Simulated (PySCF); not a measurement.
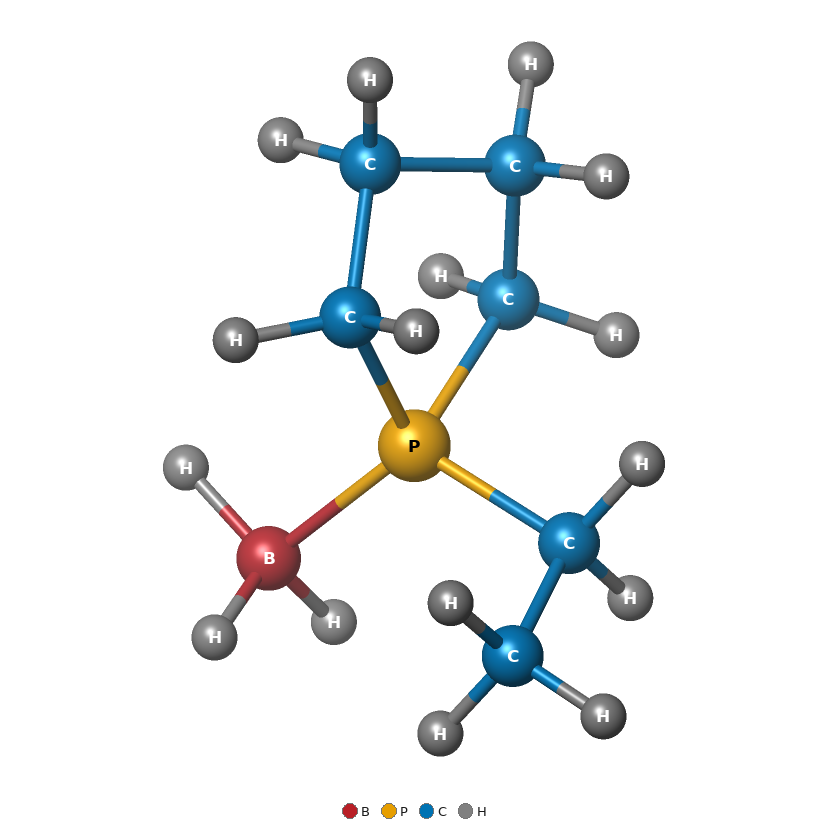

Computed geometry: GFN2-xTB optimisation. No frequency run is at hand to confirm it as a minimum. Properties computed with PBE0/pcSseg-1, gas phase (PySCF 2.14.0).

Question: What is the HOMO energy (Kohn–Sham orbital)?

Answer: −7.98 eV.

Question: Estimate the dipole moment.

Answer: 5.22 D.

Question: Estimate the HOMO–LUMO gap.

Answer: 8.78 eV.

The geometry is semi-empirical. Around B, P such bond lengths and angles can be off by a tenth of an ångström or more and by several degrees, and values that hang on the shape move with them.
